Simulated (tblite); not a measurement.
## Run report: C$_{3}$H$_{5}$F$_{3}$GaN, geometry relaxation (part 1 of 4)

System: C$_{3}$H$_{5}$F$_{3}$GaN, SMILES [F][GaH2-][N+]#CCC(F)F.
Method: GFN2-xTB geometry optimisation, gas phase (tblite 0.8.0).

It belongs to a series of runs on one base structure; here: Al replaced by Ga.

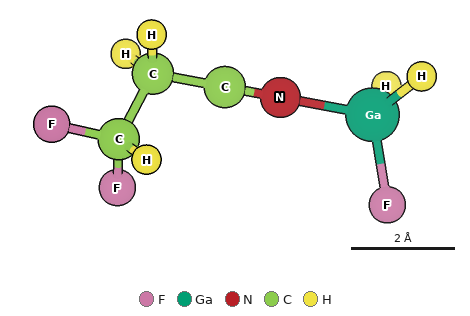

Figure 1. The starting structure (ball-and-stick view, seen at a tilt). Sticks mark near contacts.

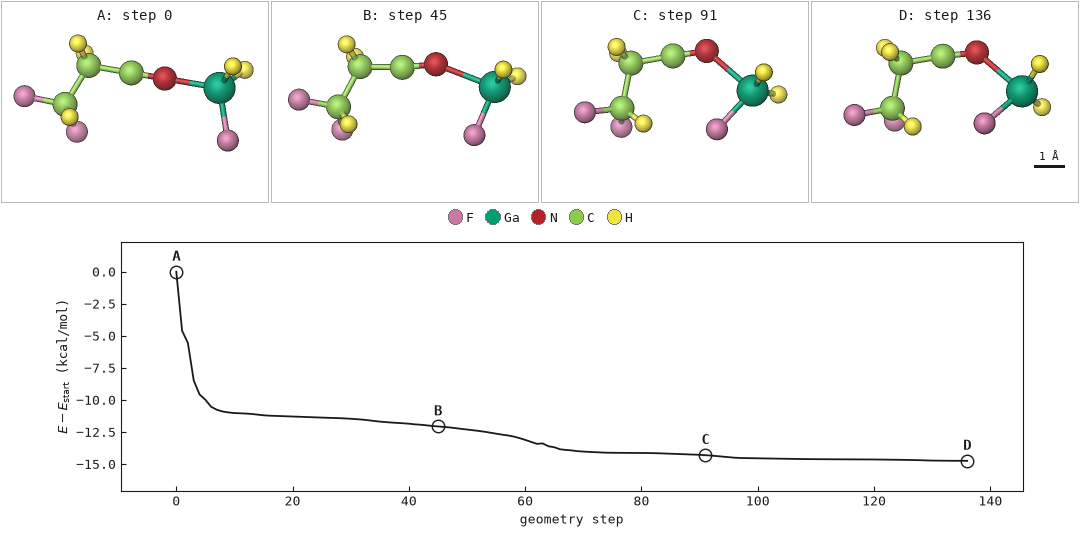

Figure 2. Frames of the relaxation (ball-and-stick view, seen on its broad side) above the curves, on which the letters mark them (steps are counted from 0).

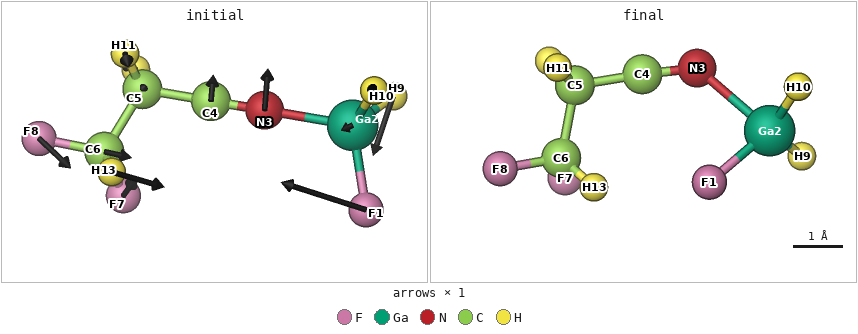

Figure 3. Before (left) and after (right) the relaxation, at one scale (ball-and-stick view, seen on its broad side). The black arrows give the displacements, at true length. After 136 geometry steps the energy has fallen by 14.7 kcal/mol. Largest force component: 2.6 eV/Å at the start, 0.007 eV/Å at the end. F1 moves most after the best rigid fit: 1.96 Å. Largest moves by element: F 1.96 Å, H 1.32 Å, N 0.99 Å, C 0.60 Å, Ga 0.28 Å. Among the contacts that change: Ga2–N3 1.884 → 2.157 Å, Ga2–H9 1.617 → 1.530 Å, Ga2–H10 1.602 → 1.532 Å, C6–F8 1.396 → 1.349 Å. Among the angles that change: Ga2–N3–C4 178.8° → 127.2°, F1–Ga2–N3 109.0° → 90.3°, H9–Ga2–H10 109.6° → 128.3°. (Atoms are counted from 1 in the order of the input.)

These pictures come from the run below.

Input:
```
{"job": {"kind": "relax", "xc": "GFN2-xTB", "basis": "xTB"}, "charge": 0, "multiplicity": 1}
F     -3.231700    -0.903800    -1.634500
Ga    -2.962000     0.183300    -0.243100
N     -1.121600     0.222000     0.159300
C      0.000000     0.261000     0.387000
C      1.434700     0.286600     0.706000
C      2.229300    -0.428000    -0.389300
F      1.878900    -1.760600    -0.444000
F      3.590800    -0.328000    -0.099700
H     -3.758100    -0.379800     1.046500
H     -3.471500     1.663200    -0.583700
H      1.759700     1.345800     0.762300
H      1.608300    -0.204400     1.681400
H      2.038800     0.043300    -1.366000
```

The first line tells a small driver script what to run in tblite; the rest is the geometry in Å.

Command:
```bash
OMP_NUM_THREADS=1 python <driver script> task.json out
```

The program's output:
```
step      E/eV     max force
  0    -743.15803    2.644
  1    -743.35749    1.967
  2    -743.39891    5.850
  3    -743.52566    2.766
  4    -743.57279    0.767
  5    -743.59074    0.392
  6    -743.61467    0.634
  7    -743.62488    0.413
  8    -743.63062    0.137
  9    -743.63365    0.137
 10    -743.63573    0.170
 11    -743.63664    0.093
 12    -743.63749    0.089
 13    -743.63890    0.160
 14    -743.64103    0.230
 15    -743.64327    0.194
 16    -743.64457    0.099
 17    -743.64525    0.066
 18    -743.64587    0.089
 19    -743.64654    0.121
 20    -743.64725    0.108
 21    -743.64787    0.069
 22    -743.64849    0.081
 23    -743.64931    0.121
 24    -743.65032    0.125
 25    -743.65118    0.087
 26    -743.65175    0.070
 27    -743.65227    0.060
 28    -743.65291    0.109
 29    -743.65383    0.164
 30    -743.65499    0.166
 31    -743.65630    0.102
 32    -743.65786    0.133
 33    -743.65997    0.229
 34    -743.66249    0.266
 35    -743.66470    0.208
 36    -743.66643    0.106
 37    -743.66784    0.090
 38    -743.66898    0.261
 39    -743.67022    0.212
 40    -743.67173    0.191
 41    -743.67393    0.131
 42    -743.67517    0.124
 43    -743.67731    0.139
 44    -743.67927    0.194
 45    -743.68093    0.149
 46    -743.68239    0.302
 47    -743.68435    0.175
 48    -743.68689    0.139
 49    -743.68914    0.126
 50    -743.69140    0.241
 51    -743.69387    0.157
 52    -743.69612    0.124
 53    -743.69885    0.195
 54    -743.70216    0.215
 55    -743.70549    0.149
 56    -743.70866    0.150
 57    -743.71129    0.247
 58    -743.71513    0.345
 59    -743.72029    0.286
 60    -743.72646    0.273
 61    -743.73316    0.320
 62    -743.73982    0.275
 63    -743.73837    0.496
 64    -743.74801    0.322
 65    -743.75124    0.264
 66    -743.75826    0.234
 67    -743.76041    0.195
 68    -743.76204    0.112
 69    -743.76461    0.087
 70    -743.76591    0.081
 71    -743.76711    0.086
 72    -743.76802    0.083
 73    -743.76909    0.062
 74    -743.76980    0.043
 75    -743.77010    0.031
 76    -743.77019    0.031
 77    -743.77026    0.022
 78    -743.77033    0.024
 79    -743.77044    0.030
 80    -743.77061    0.043
 81    -743.77086    0.071
 82    -743.77123    0.084
 83    -743.77174    0.099
 84    -743.77239    0.075
 85    -743.77316    0.097
 86    -743.77393    0.068
 87    -743.77470    0.070
 88    -743.77541    0.063
 89    -743.77612    0.075
 90    -743.77694    0.090
 91    -743.77807    0.113
 92    -743.77949    0.149
 93    -743.78121    0.156
 94    -743.78292    0.181
 95    -743.78498    0.117
 96    -743.78666    0.189
 97    -743.78763    0.063
 98    -743.78812    0.040
 99    -743.78846    0.060
100    -743.78873    0.042
101    -743.78909    0.037
102    -743.78939    0.042
103    -743.78963    0.077
104    -743.78984    0.063
105    -743.79031    0.037
106    -743.79065    0.039
107    -743.79107    0.058
108    -743.79134    0.048
109    -743.79154    0.042
110    -743.79168    0.024
111    -743.79182    0.023
112    -743.79195    0.031
113    -743.79204    0.027
114    -743.79209    0.017
115    -743.79212    0.016
116    -743.79214    0.016
117    -743.79219    0.023
118    -743.79230    0.047
119    -743.79246    0.074
120    -743.79271    0.094
121    -743.79303    0.090
122    -743.79331    0.059
123    -743.79352    0.043
124    -743.79369    0.042
125    -743.79389    0.081
126    -743.79418    0.114
127    -743.79465    0.157
128    -743.79531    0.122
129    -743.79606    0.051
130    -743.79639    0.043
131    -743.79667    0.045
132    -743.79688    0.034
133    -743.79709    0.023
134    -743.79720    0.016
135    -743.79725    0.012
136    -743.79725    0.008
```

Trajectory as extended XYZ (Å, eV, eV/Å), 62 of the 137 frames kept, from step=0 to step=136:
```
13
Properties=species:S:1:pos:R:3:forces:R:3 step=0 energy=-743.15803
F    -3.2317   -0.9038   -1.6345    0.3940   0.2800   0.3680
Ga   -2.9620    0.1833   -0.2431   -2.6400   0.0820  -0.1120
N    -1.1216    0.2220    0.1593    0.8990   0.0510   0.1440
C     0.0000    0.2610    0.3870    1.4070  -0.0870   0.4420
C     1.4347    0.2866    0.7060   -1.0030   0.2540   0.0820
C     2.2293   -0.4280   -0.3893    0.6890  -0.5620   0.1610
F     1.8789   -1.7606   -0.4440    0.5990   1.2690   0.0730
F     3.5908   -0.3280   -0.0997   -1.5830  -0.3190  -0.3420
H    -3.7581   -0.3798    1.0465    0.6390   0.0360  -0.4090
H    -3.4715    1.6632   -0.5837    0.5540  -0.3950  -0.0280
H     1.7597    1.3458    0.7623   -0.0850  -0.4530   0.0090
H     1.6083   -0.2044    1.6814   -0.1150   0.1340  -0.2950
H     2.0388    0.0433   -1.3660    0.2450  -0.2910  -0.0930
13
Properties=species:S:1:pos:R:3:forces:R:3 step=2 energy=-743.39891
F    -3.2117   -0.8903   -1.6167    0.2210   0.0730   0.1010
Ga   -3.0876    0.1877   -0.2472   -0.7700   0.0430  -0.0600
N    -1.0567    0.2253    0.1703   -5.7150  -0.1470  -1.2420
C     0.0233    0.2559    0.3999    5.4470   0.1390   1.2680
C     1.4098    0.2939    0.7106    0.6370  -0.2250  -0.1490
C     2.2452   -0.4368   -0.3868   -1.2620   1.0820  -0.1690
F     1.9064   -1.7131   -0.4401   -0.0710  -0.8640   0.0160
F     3.5281   -0.3437   -0.1118    1.0320  -0.0040   0.3080
H    -3.7267   -0.3794    1.0276    0.1940  -0.1910   0.1010
H    -3.4438    1.6451   -0.5861    0.2590   0.0850  -0.1410
H     1.7559    1.3261    0.7631    0.0130   0.1260   0.0410
H     1.6017   -0.1978    1.6680   -0.0690  -0.0360   0.0750
H     2.0518    0.0274   -1.3685    0.0830  -0.0810  -0.1510
13
Properties=species:S:1:pos:R:3:forces:R:3 step=4 energy=-743.57279
F    -3.2044   -0.8874   -1.6128    0.1790   0.0190   0.0280
Ga   -3.1191    0.1893   -0.2496   -0.5440   0.0410  -0.0440
N    -1.0814    0.2251    0.1643    0.4070   0.0300   0.0870
C     0.0402    0.2557    0.4070   -0.7630  -0.0130  -0.0730
C     1.4276    0.2912    0.7097    0.0690  -0.0010   0.0030
C     2.2260   -0.4206   -0.3887    0.1000  -0.0410  -0.0230
F     1.9081   -1.7234   -0.4392    0.0060  -0.0710   0.0250
F     3.5404   -0.3451   -0.1073    0.0520   0.0130   0.0350
H    -3.7191   -0.3844    1.0290    0.1190  -0.2080   0.1690
H    -3.4347    1.6459   -0.5900    0.1990   0.1550  -0.1470
H     1.7569    1.3280    0.7645    0.0980   0.1540   0.0620
H     1.6008   -0.1988    1.6696    0.0620  -0.0830   0.1060
H     2.0544    0.0251   -1.3744    0.0160   0.0040  -0.2260
13
Properties=species:S:1:pos:R:3:forces:R:3 step=7 energy=-743.62488
F    -3.1756   -0.8823   -1.6058    0.0720  -0.0600  -0.0820
Ga   -3.2218    0.1960   -0.2569    0.0460   0.0280   0.0350
N    -1.0854    0.2280    0.1635   -0.4110   0.0120  -0.0370
C     0.0276    0.2554    0.4171    0.3670   0.0610   0.0740
C     1.4318    0.2938    0.7117   -0.2200   0.0270  -0.0210
C     2.2265   -0.4173   -0.3955    0.0870  -0.0760  -0.0130
F     1.9152   -1.7260   -0.4355   -0.0150   0.0540  -0.0060
F     3.5423   -0.3466   -0.1038   -0.0190   0.0600  -0.0380
H    -3.6962   -0.4126    1.0483   -0.0230  -0.1540   0.1820
H    -3.4018    1.6632   -0.6104    0.0460   0.1880  -0.1080
H     1.7656    1.3363    0.7724   -0.0130  -0.0860   0.0330
H     1.6059   -0.2053    1.6746    0.0490   0.0200  -0.1140
H     2.0616    0.0179   -1.3973    0.0330  -0.0720   0.0930
13
Properties=species:S:1:pos:R:3:forces:R:3 step=9 energy=-743.63365
F    -3.1641   -0.8844   -1.6087    0.0430  -0.0050  -0.0160
Ga   -3.2434    0.1993   -0.2565    0.0970   0.0130   0.0590
N    -1.0941    0.2300    0.1649    0.0590   0.0320   0.0790
C     0.0226    0.2585    0.4190   -0.1210   0.0330  -0.0540
C     1.4254    0.2950    0.7104    0.0010  -0.0320  -0.0640
C     2.2298   -0.4194   -0.3971   -0.0600   0.0310   0.0510
F     1.9156   -1.7260   -0.4348    0.0140   0.0100   0.0060
F     3.5440   -0.3430   -0.1042   -0.0290   0.0400  -0.0110
H    -3.6920   -0.4290    1.0638   -0.0040  -0.0480   0.0250
H    -3.3908    1.6786   -0.6221    0.0200   0.0400  -0.0440
H     1.7674    1.3347    0.7764   -0.0440  -0.0790   0.0080
H     1.6101   -0.2064    1.6701   -0.0010   0.0130  -0.1020
H     2.0650    0.0125   -1.3990    0.0260  -0.0480   0.0630
13
Properties=species:S:1:pos:R:3:forces:R:3 step=11 energy=-743.63664
F    -3.1602   -0.8858   -1.6112    0.0470   0.0430   0.0470
Ga   -3.2338    0.2006   -0.2523    0.0230   0.0080   0.0300
N    -1.0988    0.2322    0.1691    0.0400   0.0380   0.0640
C     0.0191    0.2615    0.4165   -0.0870   0.0000  -0.0340
C     1.4214    0.2936    0.7063    0.0200  -0.0170  -0.0280
C     2.2288   -0.4199   -0.3949   -0.0400   0.0150  -0.0090
F     1.9154   -1.7260   -0.4344    0.0260  -0.0240   0.0260
F     3.5434   -0.3389   -0.1050   -0.0290   0.0220   0.0270
H    -3.6933   -0.4351    1.0694    0.0260   0.0000  -0.0490
H    -3.3891    1.6850   -0.6269    0.0300  -0.0500  -0.0080
H     1.7651    1.3301    0.7776   -0.0250   0.0020  -0.0090
H     1.6112   -0.2062    1.6631   -0.0300  -0.0330  -0.0210
H     2.0665    0.0093   -1.3949    0.0000  -0.0050  -0.0370
13
Properties=species:S:1:pos:R:3:forces:R:3 step=13 energy=-743.63890
F    -3.1522   -0.8826   -1.6083    0.0520   0.0460   0.0570
Ga   -3.2261    0.2024   -0.2465   -0.0080   0.0100  -0.0110
N    -1.1035    0.2377    0.1774   -0.1560   0.0340   0.0080
C     0.0152    0.2640    0.4130    0.1330  -0.0120   0.0390
C     1.4184    0.2914    0.7007   -0.0700   0.0260   0.0270
C     2.2249   -0.4194   -0.3946    0.0540  -0.0500  -0.0740
F     1.9181   -1.7275   -0.4316    0.0140  -0.0220   0.0210
F     3.5393   -0.3337   -0.1030   -0.0070   0.0210   0.0360
H    -3.6914   -0.4398    1.0688    0.0250   0.0090  -0.0410
H    -3.3844    1.6848   -0.6313    0.0300  -0.0620   0.0110
H     1.7608    1.3265    0.7774   -0.0010   0.0510  -0.0200
H     1.6089   -0.2092    1.6555   -0.0400  -0.0580   0.0290
H     2.0677    0.0059   -1.3953   -0.0270   0.0070  -0.0830
13
Properties=species:S:1:pos:R:3:forces:R:3 step=16 energy=-743.64457
F    -3.1160   -0.8667   -1.5914    0.0520  -0.0220  -0.0160
Ga   -3.2187    0.2101   -0.2319    0.0080  -0.0030  -0.0390
N    -1.1244    0.2599    0.2072   -0.0740   0.0230  -0.0110
C     0.0019    0.2693    0.4069    0.0550  -0.0070   0.0820
C     1.4047    0.2879    0.6876   -0.0420   0.0150   0.0280
C     2.2188   -0.4219   -0.4029    0.0630  -0.0190  -0.0170
F     1.9297   -1.7349   -0.4208    0.0090   0.0210  -0.0320
F     3.5276   -0.3155   -0.0925    0.0370   0.0050  -0.0220
H    -3.6794   -0.4563    1.0642   -0.0170   0.0200   0.0180
H    -3.3618    1.6783   -0.6453   -0.0090   0.0080   0.0370
H     1.7486    1.3226    0.7750    0.0060   0.0170  -0.0270
H     1.5958   -0.2264    1.6364   -0.0570  -0.0150   0.0250
H     2.0687   -0.0060   -1.4104   -0.0320  -0.0450  -0.0240
13
Properties=species:S:1:pos:R:3:forces:R:3 step=18 energy=-743.64587
F    -3.1072   -0.8656   -1.5898    0.0510  -0.0340  -0.0330
Ga   -3.2180    0.2109   -0.2326    0.0070  -0.0170  -0.0030
N    -1.1287    0.2647    0.2113    0.0770   0.0160   0.0230
C    -0.0010    0.2693    0.4107   -0.0870   0.0080   0.0170
C     1.4017    0.2882    0.6877    0.0430  -0.0240  -0.0150
C     2.2214   -0.4229   -0.4052   -0.0400   0.0380   0.0340
F     1.9320   -1.7353   -0.4213    0.0240   0.0050  -0.0240
F     3.5290   -0.3128   -0.0922    0.0100   0.0030  -0.0400
H    -3.6786   -0.4569    1.0642   -0.0170   0.0270   0.0040
H    -3.3591    1.6775   -0.6446   -0.0170   0.0280   0.0290
H     1.7475    1.3238    0.7729   -0.0110  -0.0280  -0.0120
H     1.5900   -0.2300    1.6362   -0.0370   0.0180  -0.0030
H     2.0666   -0.0103   -1.4149   -0.0040  -0.0410   0.0220
13
Properties=species:S:1:pos:R:3:forces:R:3 step=20 energy=-743.64725
F    -3.0926   -0.8671   -1.5905    0.0500  -0.0220  -0.0200
Ga   -3.2134    0.2104   -0.2334   -0.0140  -0.0180   0.0040
N    -1.1329    0.2720    0.2176    0.0990   0.0090   0.0420
C    -0.0051    0.2704    0.4170   -0.0840   0.0150  -0.0560
C     1.3990    0.2869    0.6866    0.0420  -0.0300  -0.0170
C     2.2223   -0.4225   -0.4059   -0.0670   0.0100   0.0200
F     1.9366   -1.7354   -0.4236    0.0240  -0.0320   0.0100
F     3.5305   -0.3086   -0.0952   -0.0310   0.0120  -0.0350
H    -3.6796   -0.4550    1.0643   -0.0130   0.0260  -0.0110
H    -3.3578    1.6786   -0.6411   -0.0170   0.0200   0.0220
H     1.7449    1.3226    0.7692   -0.0060  -0.0300   0.0120
H     1.5801   -0.2330    1.6353    0.0130   0.0250   0.0060
H     2.0635   -0.0185   -1.4181    0.0050   0.0140   0.0240
```
